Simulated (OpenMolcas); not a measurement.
# Ce³⁺ complex: multiconfigurational calculation

Ce³⁺ with 8 ligands (F; cube, 2.56 Å), neutralised by 8 outer point charges of +0.62 e, whose field is part of the energies. Computed at this level: state-averaged CASSCF, active space 1 electron in the shell 4f, basis ANO-RCC-VDZP on the metal and ANO-RCC-VDZP on the ligands, DKH2 scalar Hamiltonian, spin-orbit coupling by RASSI with atomic mean-field integrals (OpenMolcas).

**Log (extracts)**
```
--- SEWARD ---
Basis set label: CE.ANO-RCC...7S6P4D2F1G.

      Electronic valence basis set:
      ------------------
      Associated Effective Charge  58.000000 au
      Associated Actual Charge     58.000000 au
      Nuclear Model: Point charge

      Shell  nPrim  nBasis  Cartesian Spherical Contaminant
         s      25       7        X
         p      22       6        X
         d      15       4                 X
         f      11       2                 X
         g       4       1                 X
                  Relativistic Douglas-Kroll-Hess integrals:
                    - DKH order of Hamiltonian: 2
                    - DKH order of Properties : 0
                  Atomic mean-field integrals
--- RASSCF ---
Wave function specifications:
      -----------------------------

      Number of closed shell electrons         134
      Number of electrons in active shells       1
      Max number of holes in RAS1 space          0
      Max nr of electrons in RAS3 space          0
      Number of inactive orbitals               67
      Number of active orbitals                  7
      Number of secondary orbitals             106
      Spin quantum number                      0.5
      State symmetry                             2
Orbital specifications:
      -----------------------

      Symmetry species                           1   2
                                                ag  au
      Frozen orbitals                            0   0
      Inactive orbitals                         35  32
      Active orbitals                            0   7
      RAS1 orbitals                              0   0
      RAS2 orbitals                              0   7
      RAS3 orbitals                              0   0
      Secondary orbitals                        57  49
      Deleted orbitals                           0   0
      Number of basis functions                 92  88
      Number of CSFs                             7
      Number of root(s) required                 7
      Iter CI   SX   CI       RASSCF       Energy    max ROT     max BLB   max BLB  Level Ln srch  Step   QN
          iter iter root      energy       change     param      element    value   shift minimum  type update
 Nr of preliminary CI iterations:   1
      Total energies have been shifted. Add                -9000.00 au
        1   1    9    0  -650.86878168    0.00E+00  -5.87E-02   22  65 2 -3.60E-01*  0.88   0.00    SX    NO
        2   1   10    0  -651.82089332   -9.52E-01* -1.51E-02   17  56 2 -7.21E-02*  0.97   0.00    SX    NO
        3   1    9    0  -651.89432406   -7.34E-02*  6.07E-03   29  80 2  4.24E-02*  1.01   0.00    SX    NO
        4   1    9    0  -651.90690639   -1.26E-02*  3.78E-03   14  53 2  1.68E-02*  1.02   0.00    SX    NO
        5   1    8    0  -651.91137107   -4.46E-03* -5.26E-03   30  36 1 -8.73E-03*  1.03   2.50    LS   YES
        6   1    8    0  -651.91411927   -2.75E-03* -1.14E-03   29  80 2 -5.53E-03*  1.04   1.17    QN   YES
        7   1    7    0  -651.91451197   -3.93E-04*  8.21E-04   29  80 2 -4.08E-03*  1.03   1.73    LS   YES
        8   1    7    0  -651.91459767   -8.57E-05* -5.07E-04   14  53 2 -3.08E-03*  1.03   1.02    QN   YES
        9   1    7    0  -651.91466581   -6.81E-05* -2.79E-04   12  52 2 -7.57E-04*  1.03   1.55    LS   YES
       10   1    7    0  -651.91467570   -9.89E-06* -2.28E-04   29  80 2  1.11E-03*  1.03   1.00    QN   YES
       11   1    7    0  -651.91468460   -8.91E-06* -2.91E-04   29  80 2  6.01E-04*  1.03   2.28    LS   YES
       12   1    6    0  -651.91468867   -4.07E-06*  9.78E-05   10  50 2  2.17E-04*  1.03   1.00    QN   YES
       13   1    6    0  -651.91468920   -5.28E-07*  8.45E-05   12  52 2  9.72E-05   1.03   1.86    LS   YES
       14   1    5    0  -651.91468934   -1.42E-07* -1.52E-05   13  53 2 -9.60E-05   1.03   0.99    QN   YES
       15   1    5    0  -651.91468937   -2.90E-08* -9.98E-06   12  49 2  2.18E-05   1.03   1.53    QN   YES
       16   1    4    0  -651.91468937   -6.59E-09   1.24E-06   13  53 2  9.02E-06   1.03   1.11    QN   YES
      Convergence after 16 iterations
       17   1    4    0  -651.91468937   -3.97E-10   1.24E-06   13  53 2  3.44E-06   1.03   1.11    QN   YES
      Natural orbitals and occupation numbers for root  1
      sym 2:   0.000000  -0.000000   0.000000   0.000000  -0.000000   0.000000   1.000000
      Natural orbitals and occupation numbers for root  2
      sym 2:   1.000000  -0.000000   0.000000   0.000000   0.000000   0.000000   0.000000
      Natural orbitals and occupation numbers for root  3
      sym 2:  -0.000000  -0.000000   0.000000   1.000000  -0.000000  -0.000000   0.000000
::    RASSCF root number  1 Total energy:  -9651.91539892
::    RASSCF root number  2 Total energy:  -9651.91539892
::    RASSCF root number  3 Total energy:  -9651.91539892
::    RASSCF root number  4 Total energy:  -9651.91533003
::    RASSCF root number  5 Total energy:  -9651.91533003
::    RASSCF root number  6 Total energy:  -9651.91533003
::    RASSCF root number  7 Total energy:  -9651.91063877
--- RASSI ---
SPIN-FREE ENERGIES:
  (Shifted by EMIN (a.u.) =      -9651.9153989162)

 SF State       Relative EMIN(au)   Rel lowest level(eV)    D:o, cm**(-1)

     1             0.0000000000        0.0000000000              0.0000
     2             0.0000000000        0.0000000000              0.0000
     3             0.0000000000        0.0000000000              0.0000
     4             0.0000688818        0.0018743679             15.1178
     5             0.0000688818        0.0018743679             15.1178
     6             0.0000688818        0.0018743679             15.1178
     7             0.0047601445        0.1295301304           1044.7310
     Dipole printing threshold changed to   1.00000000E+00
Eigenvalues of complex Hamiltonian:
   -----------------------------------
  (Shifted by EMIN (a.u.) =      -9651.9153989162)

 SO State       Relative EMIN(au)   Rel lowest level(eV)    D:o, cm**(-1)

     1            -0.0061954682        0.0000000010              0.0000
     2            -0.0061954682        0.0000000010              0.0000
     3            -0.0061954683        0.0000000000              0.0000
     4            -0.0061954683        0.0000000000              0.0000
     5            -0.0046217910        0.0428219390            345.3822
     6            -0.0046217910        0.0428219390            345.3822
     7             0.0046481976        0.2950711806           2379.9096
     8             0.0046481976        0.2950711806           2379.9096
     9             0.0047194421        0.2970098412           2395.5459
    10             0.0047194421        0.2970098422           2395.5459
    11             0.0047194421        0.2970098412           2395.5459
    12             0.0047194421        0.2970098422           2395.5459
    13             0.0078924354        0.3833513879           3091.9375
    14             0.0078924354        0.3833513879           3091.9375
Weights of the five most important spin-orbit-free states for each spin-orbit state.

 SO State  Total energy (au)           Spin-free states, spin, and weights
 -------------------------------------------------------------------------------------------------------
    1        -0.006195       2 0.5  0.3301    3 0.5  0.3088    4 0.5  0.1714    6 0.5  0.1150    5 0.5  0.0683
    2        -0.006195       2 0.5  0.3312    3 0.5  0.3076    4 0.5  0.1712    6 0.5  0.1148    5 0.5  0.0687
    3        -0.006195       1 0.5  0.4237    5 0.5  0.1678    3 0.5  0.1226    6 0.5  0.1217    2 0.5  0.0990
    4        -0.006195       1 0.5  0.4238    5 0.5  0.1682    6 0.5  0.1215    3 0.5  0.1215    2 0.5  0.1001
    5        -0.004622       7 0.5  0.2503    5 0.5  0.2499    6 0.5  0.2499    4 0.5  0.2499    3 0.5  0.0000
    6        -0.004622       7 0.5  0.2503    5 0.5  0.2499    6 0.5  0.2499    4 0.5  0.2499    3 0.5  0.0000
    7         0.004648       1 0.5  0.3333    3 0.5  0.3333    2 0.5  0.3333    5 0.5  0.0000    6 0.5  0.0000
    8         0.004648       1 0.5  0.3333    3 0.5  0.3333    2 0.5  0.3333    5 0.5  0.0000    6 0.5  0.0000
    9         0.004719       4 0.5  0.2787    6 0.5  0.2423    2 0.5  0.1834    3 0.5  0.1708    5 0.5  0.1243
   10         0.004719       5 0.5  0.3059    1 0.5  0.2360    6 0.5  0.1880    4 0.5  0.1514    3 0.5  0.0656
   11         0.004719       4 0.5  0.2771    6 0.5  0.2433    2 0.5  0.1837    3 0.5  0.1706    5 0.5  0.1249
   12         0.004719       5 0.5  0.3053    1 0.5  0.2361    6 0.5  0.1868    4 0.5  0.1531    3 0.5  0.0659
```

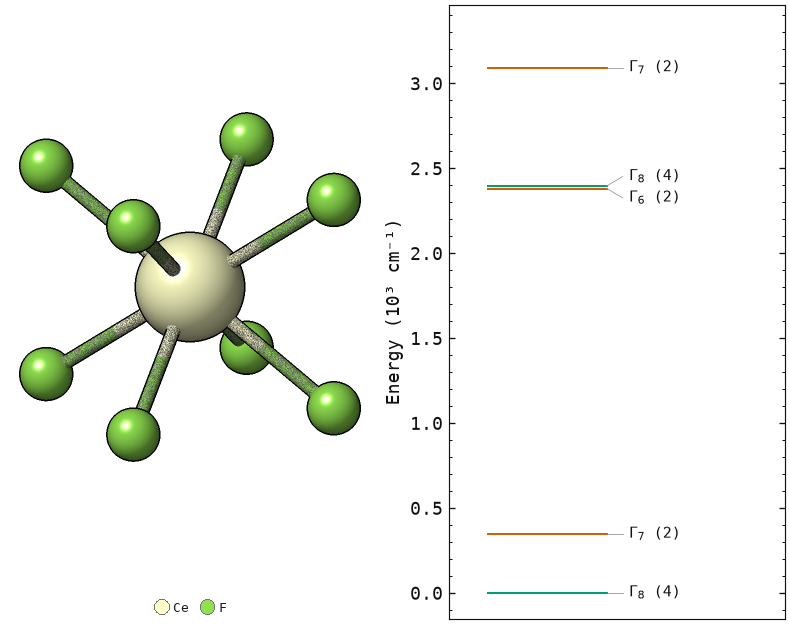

**Figure 1.** Ce³⁺ (4f) with 8 ligands, F⁻, at 2.56 Å (arrangement: cube, Oh), neutralised by outer point charges of +0.62 e, and its levels. Labels give the representation in O, Td, D4 or D3 as the site allows (double group for half-integer spin) where it could be assigned and, in brackets, the degeneracy; spin-free states, where drawn, share the zero of the spin-orbit levels. The ground level is Γ₈, 4-fold degenerate, 100 % from states of spin multiplicity 2, effective J = 2.50, with |mJ| = 1/2 the largest share (50 %). The next level lies at 345 cm⁻¹ (Γ₇). The lowest J multiplet spreads over 345 cm⁻¹. The active orbitals hold 99 to 100 % metal character (Löwdin), and the Mulliken charge of the metal is +2.57.

**The input**
```
&GATEWAY
Coord
9

Ce 0.0 0.0 0.0
F 1.478017 1.478017 1.478017
F 1.478017 1.478017 -1.478017
F 1.478017 -1.478017 1.478017
F 1.478017 -1.478017 -1.478017
F -1.478017 1.478017 1.478017
F -1.478017 1.478017 -1.478017
F -1.478017 -1.478017 1.478017
F -1.478017 -1.478017 -1.478017
Basis=Ce.ANO-RCC-VDZP,F.ANO-RCC-VDZP
Group=XYZ
NoMove
AngMom=0.0 0.0 0.0
AMFI
RICD
XField
4 Angstrom 0
2.863658 2.863658 2.863658 0.625000
2.863658 2.863658 -2.863658 0.625000
2.863658 -2.863658 2.863658 0.625000
2.863658 -2.863658 -2.863658 0.625000
&SEWARD
&RASSCF
FileOrb=start.orb
Symmetry=2
Spin=2
nActEl=1 0 0
Inactive=35 32
Ras2=0 7
CIRoot=7 7 1
SDav=7
CIMx=300
Iter=150 100
PrWF=0.3
OrbListing=Nothing
MaxOrb=0
LevShft=1.0
>>> COPY $Project.JobIph JOB001
&RASSI
NrOfJobIphs=1 7
1 2 3 4 5 6 7
IphNames
JOB001
EJob
SpinOrbit
DIPRint=1.0
SOCoupling=1000.0
Subsets=2
Property=9
'ANGMOM' 1 'ANGMOM' 2 'ANGMOM' 3 'MLTPL  1' 1 'MLTPL  1' 2 'MLTPL  1' 3
'AMFI' 1 'AMFI' 2 'AMFI' 3
SOProperty=3
'ANGMOM' 1 'ANGMOM' 2 'ANGMOM' 3
```

The file start.orb holds starting orbitals from an earlier step. A driver script formed the levels outside the program, from RASSI's spin-orbit matrix and the active-space energies, averaged over the components of each term or state.

Launched with:
```bash
OMP_NUM_THREADS=1 MOLCAS_MEM=2457 MOLCAS_PROJECT=a pymolcas a.inp > a.log  # once for each step of the input, in one work folder
```

**Key numbers**

```
                                 quantity                                                                 value
                                  outcome                                                             converged
      energy of the lowest spin-free term                                                   −9651.91540 hartree
    energy of the lowest spin-orbit level                                                   −9651.92159 hartree
largest spread among components of a term                                                              0.0 cm⁻¹
                                 hardware  1 thread of Arm Neoverse V2, 24 GiB of memory available, shared host
                                wall time                                                                  20 s
                              peak memory                                                               0.6 GiB
```

**Notes**

Limits: distances are set from ionic radii, not optimised.
